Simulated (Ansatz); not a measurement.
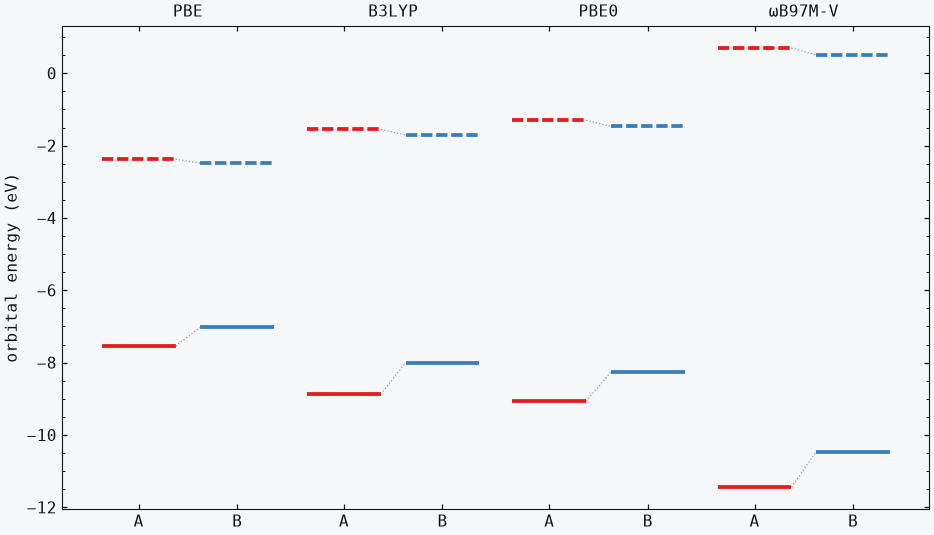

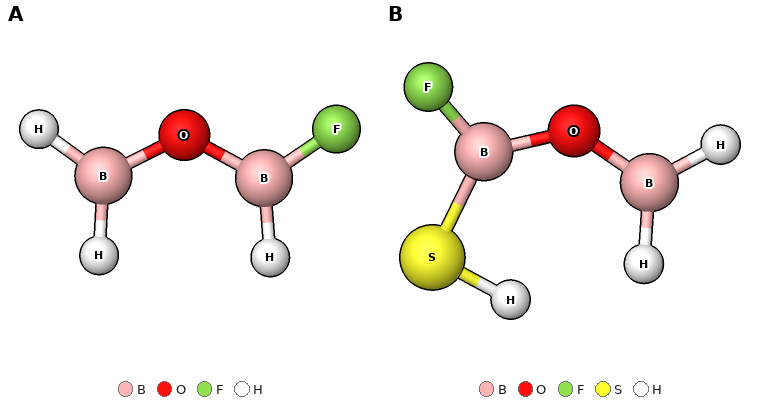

One change: A, B₂H₃OF (SMILES BOBF), becomes B, B₂H₃SOF (SMILES BOB(F)S). H on B is replaced by SH. HOMO (solid) and LUMO (dashed) computed in def2-TZVPP at PBE0-D4/def2-TZVP geometries, both minima by their frequencies, gas phase, the Ansatz code. Empty levels above zero depend strongly on the basis.

What does the change do to HOMO and LUMO?

Answer. PBE: the HOMO rises by 0.51 eV, the LUMO falls by 0.11 eV, and the separation goes from 5.17 to 4.54 eV. B3LYP: the HOMO rises by 0.87 eV, the LUMO falls by 0.15 eV, and the separation goes from 7.32 to 6.30 eV. PBE0: the HOMO rises by 0.80 eV, the LUMO falls by 0.17 eV, and the separation goes from 7.76 to 6.80 eV. ωB97M-V: the HOMO rises by 0.98 eV, the LUMO falls by 0.19 eV, and the separation goes from 12.14 to 10.97 eV.

Do the functionals agree on the effect?

Answer. They agree on the direction for both levels; the HOMO shift lies between 0.51 and 0.98 eV and the LUMO shift between −0.19 and −0.11 eV, while the separations themselves differ by up to 7.0 eV between functionals.

Note: one conformer of each flexible molecule.
